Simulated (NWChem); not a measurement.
**CH3NO (Nitrosomethane): levels of theory compared**

Wanted: a comparison of 6 runs (HF/def2-TZVP, B3LYP/6-31G*, PBE0/def2-SVP, PBE/def2-TZVP, r2SCAN/def2-TZVP, CCSD(T)/def2-TZVP) of CH3NO (Nitrosomethane). 

The results are computed with NWChem 7.3.0.

## (1) The system as given

The species is CH3NO (6 atoms), meant as a singlet with charge 0. SMILES: `CN=O`. The coordinates come from a PBE0-D4/def2-TZVP relaxation.

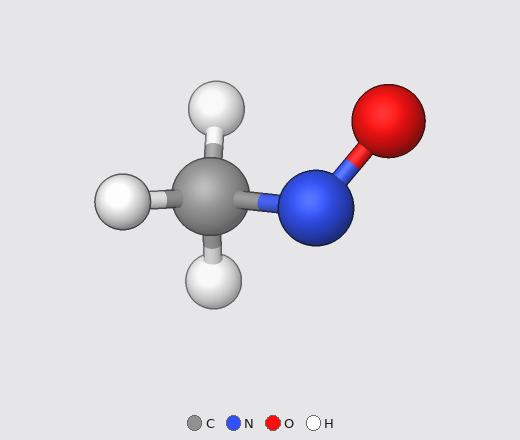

Viewed from a chosen angle; carbon grey, nitrogen blue, oxygen red, hydrogen white.

## (2) Energy and gradient at HF/def2-TZVP (run 1)

The input, ch3no.nw:

```
start ch3no
title "CH3NO gradient"
memory stack 880 mb heap 220 mb global 1100 mb
charge 0
geometry units angstroms noautosym nocenter noautoz
  C     -0.173320     0.295060    -0.257500
  N     -0.093510    -0.930080     0.547430
  O      0.960290    -1.089300     1.083500
  H     -0.434830    -0.011430    -1.274170
  H     -1.017200     0.873040     0.129410
  H      0.758570     0.862730    -0.228690
end
basis spherical bse
  * library def2-TZVP
end
scf
  singlet
  rhf
  thresh 1e-08
  maxiter 80
end
task scf gradient
```

The run is started by

```console
$ nwchem ch3no.nw > ch3no.out
```

Standard output:

```text
[...]
  functions       =   111
[...]
  wavefunction    = RHF
[...]
         Total SCF energy =   -168.900479188569
      One-electron energy =   -370.466910464887
      Two-electron energy =    130.638413407459
 Nuclear repulsion energy =     70.928017868859
        Time for solution =     24.6s
[...]
                         RHF ENERGY GRADIENTS
    atom               coordinates                        gradient
                 x          y          z           x          y          z
   1 C      -0.327527   0.557583  -0.486604    0.003249   0.000866   0.000823
   2 N      -0.176708  -1.757596   1.034493   -0.044836   0.000822  -0.019058
   3 O       1.814685  -2.058479   2.047518    0.044303  -0.006733   0.022557
   4 H      -0.821710  -0.021600  -2.407832   -0.003025  -0.002001  -0.005914
   5 H      -1.922229   1.649806   0.244549   -0.006157   0.002751   0.001622
   6 H       1.433489   1.630323  -0.432161    0.006465   0.004295  -0.000030
[...]
```

It took 35 s on 1 thread of INTEL XEON PLATINUM 8581C at 2.30GHz (Emerald Rapids), shared host; peak memory 0.11 GiB.

## (3) Energy and gradient at B3LYP/6-31G(d) (Cartesian functions) (run 2)

The input, sp.xyz:

```xyz
6
CH3NO gradient
C     -0.173320     0.295060    -0.257500
N     -0.093510    -0.930080     0.547430
O      0.960290    -1.089300     1.083500
H     -0.434830    -0.011430    -1.274170
H     -1.017200     0.873040     0.129410
H      0.758570     0.862730    -0.228690
```

The input, sp.nw:

```
start sp
title "CH3NO gradient"
memory 2200 mb

geometry noautosym nocenter noautoz
load sp.xyz
end

basis cartesian
* library 6-31G*
end

dft
xc b3lyp
grid xfine
convergence energy 1e-08
maxiter 100
mulliken
print medium
end

task dft gradient
```

The run is started by

```console
$ nwchem sp.nw > sp.out
```

Standard output:

```text
[...]
          Wavefunction type:  closed shell.
          No. of atoms     :     6
          No. of electrons :    24
[...]
          Charge           :     0
          Spin multiplicity:     1
[...]
          AO basis - number of functions:    51
[...]
              XC Information
              --------------
                         B3LYP Method XC Potential
                     Hartree-Fock (Exact) Exchange  0.200
                        Slater Exchange Functional  0.800 local
                    Becke 1988 Exchange Functional  0.720 non-local
              Lee-Yang-Parr Correlation Functional  0.810
                  VWN I RPA Correlation Functional  0.190 local
[...]
 d= 0,ls=0.0,diis     1   -169.7163920456 -2.41D+02  2.31D-02  7.62D-01     1.2
[...]
 d= 0,ls=0.0,diis    10   -169.7935981360 -9.50D-09  7.29D-07  2.91D-09    10.2
         Total DFT energy =     -169.793598135992
      One electron energy =     -370.798470104784
           Coulomb energy =      152.026664098635
    Exchange-Corr. energy =      -21.949809998701
 Nuclear repulsion energy =       70.928017868859
[...]
  wavefunction    = closed shell
                         DFT ENERGY GRADIENTS
    atom               coordinates                        gradient
                 x          y          z           x          y          z
   1 C      -0.327527   0.557583  -0.486604    0.000821  -0.006229   0.004274
   2 N      -0.176708  -1.757596   1.034493    0.027603   0.005188   0.008149
   3 O       1.814685  -2.058479   2.047518   -0.028247   0.003913  -0.014151
   4 H      -0.821710  -0.021600  -2.407832    0.000180   0.000083   0.002203
   5 H      -1.922229   1.649806   0.244549    0.001333  -0.001671  -0.000582
   6 H       1.433489   1.630323  -0.432161   -0.001690  -0.001283   0.000107
[...]
```

It took 13 s on 1 thread of INTEL XEON PLATINUM 8581C at 2.30GHz (Emerald Rapids), shared host; peak memory 0.13 GiB.

Runs 3 to 4 aren't shown in full; the table further down has their settings and results.

## (4) Energy and forces at r2SCAN/def2-TZVP (run 5)

The input, input.nw:

```
start input
title "CH3NO r2SCAN"
memory 2200 mb

geometry units angstroms noautosym nocenter noautoz
C       -0.173320       0.295060      -0.257500
N       -0.093510      -0.930080       0.547430
O        0.960290      -1.089300       1.083500
H       -0.434830      -0.011430      -1.274170
H       -1.017200       0.873040       0.129410
H        0.758570       0.862730      -0.228690
end

basis spherical bse
* library def2-TZVP
end

dft
xc r2scan
mult 1
grid fine
convergence energy 1e-08
maxiter 100
mulliken
end

task dft gradient
```

The run is started by

```console
$ nwchem input.nw > input.out
```

Standard output:

```text
[...]
          Wavefunction type:  closed shell.
          No. of atoms     :     6
          No. of electrons :    24
[...]
          Charge           :     0
          Spin multiplicity:     1
[...]
          AO basis - number of functions:   111
[...]
              XC Information
              --------------
                      r^2SCAN Method XC Functional
               r^2SCAN metaGGA Exchange Functional  1.000
                     r^2SCAN Correlation Potential  1.000
[...]
 d= 0,ls=0.0,diis     1   -169.7021112215 -2.41D+02  8.11D-03  7.81D-01     2.3
[...]
 d= 0,ls=0.0,diis    11   -169.7715150096 -1.52D-09  1.16D-07  3.87D-11    22.1
         Total DFT energy =     -169.771515009606
      One electron energy =     -370.841142406319
           Coulomb energy =      152.011924466487
    Exchange-Corr. energy =      -21.870314938633
 Nuclear repulsion energy =       70.928017868859
[...]
  wavefunction    = closed shell
                         DFT ENERGY GRADIENTS
    atom               coordinates                        gradient
                 x          y          z           x          y          z
   1 C      -0.327527   0.557583  -0.486604   -0.000442  -0.004867   0.002887
   2 N      -0.176708  -1.757596   1.034493    0.013231   0.002849   0.003682
   3 O       1.814685  -2.058479   2.047518   -0.013519   0.002363  -0.007084
   4 H      -0.821710  -0.021600  -2.407832    0.000542   0.000062   0.000219
   5 H      -1.922229   1.649806   0.244549    0.000560   0.000033   0.000173
   6 H       1.433489   1.630323  -0.432161   -0.000372  -0.000440   0.000124
[...]
```

Run time: 35 s. Hardware: 1 thread of INTEL XEON PLATINUM 8581C at 2.30GHz (Emerald Rapids), shared host; peak memory 0.13 GiB.

## (5) A single-point energy at CCSD(T)/def2-TZVP (run 6)

The input, job.nw:

```
start job
title "CH3NO energy"
memory total 2200 mb
geometry units angstroms noautosym nocenter noautoz
   C    -0.173320    0.295060   -0.257500
   N    -0.093510   -0.930080    0.547430
   O     0.960290   -1.089300    1.083500
   H    -0.434830   -0.011430   -1.274170
   H    -1.017200    0.873040    0.129410
   H     0.758570    0.862730   -0.228690
end
basis spherical bse
   * library def2-TZVP
end
scf
   nopen 0
   rhf
   thresh 1e-08
   maxiter 80
end
ccsd
   freeze core 3
   maxiter 60
end
task ccsd(t) energy
```

The run is started by

```console
$ nwchem job.nw > job.out
```

Standard output:

```text
[...]
  functions       =   111
[...]
  wavefunction    = RHF
[...]
         Total SCF energy =   -168.900479188569
      One-electron energy =   -370.466910464887
      Two-electron energy =    130.638413407459
 Nuclear repulsion energy =     70.928017868859
        Time for solution =     23.9s
[...]
 Total MP2 energy:           -169.494856726563199
[...]
             energy      energy      error      ampl     ampl      Block
                                                time     time      time
[...]
 Total CCSD energy:           -169.512938540285006
[...]
 Total CCSD+T(CCSD) energy:           -169.540813483280999
[...]
 Total CCSD(T) energy:                -169.539453566555295
[...]
```

It took 4.1 min on 1 thread of INTEL XEON PLATINUM 8581C at 2.30GHz (Emerald Rapids), shared host; peak memory 0.35 GiB.

## (6) Overview of the runs

```tsv
run	level	Cartesian functions	iteration cap	energy (Eh)	dipole moment (D) of the reference	HOMO energy (eV)	LUMO energy (eV)	wall time
1	HF/def2-TZVP	no	80	-168.900479	2.67	-10.95	2.84	35 s
2	B3LYP/6-31G* (Cartesian functions)	yes	100	-169.793598	2.33	-6.04	-2.12	13 s
3	PBE0/def2-SVP	no	100	-169.473655	2.41	-6.41	-1.98	18 s
4	PBE/def2-TZVP	no	100	-169.676576	2.34	-4.97	-3.52	33 s
5	r2SCAN/def2-TZVP	no	100	-169.771515	2.41	-5.26	-3.33	35 s
6	CCSD(T)/def2-TZVP	no	80	-169.539454	–	-10.95	2.84	4.1 min
```

## (7) Outcome

| quantity | value |
| --- | --- |
| run 6: total energy | -169.53945 Eh |
| run 6: HOMO energy (Hartree–Fock orbitals) | -10.95 eV |
| run 6: LUMO energy (Hartree–Fock orbitals) | 2.84 eV |
| run 6: HOMO–LUMO gap (Hartree–Fock orbitals) | 13.78 eV |
| run 6: correlation energy (3 core orbitals frozen) | -639.0 mEh |
| run 6: (T) correction | -26.52 mEh |

In words: Over runs 1, 2, 3, 4, 5 the dipole moment (its size) runs from 2.33 D (B3LYP/6-31G*) to 2.67 D (HF/def2-TZVP). The two ends differ in method and basis. Over runs 1, 2, 3, 4, 5 the HOMO–LUMO gap runs from 1.45 eV (PBE/def2-TZVP) to 13.78 eV (HF/def2-TZVP). Exact exchange widens orbital gaps. Totals of different functionals can't be ranked against each other. All runs together took 6.4 min, the longest 4.1 min.
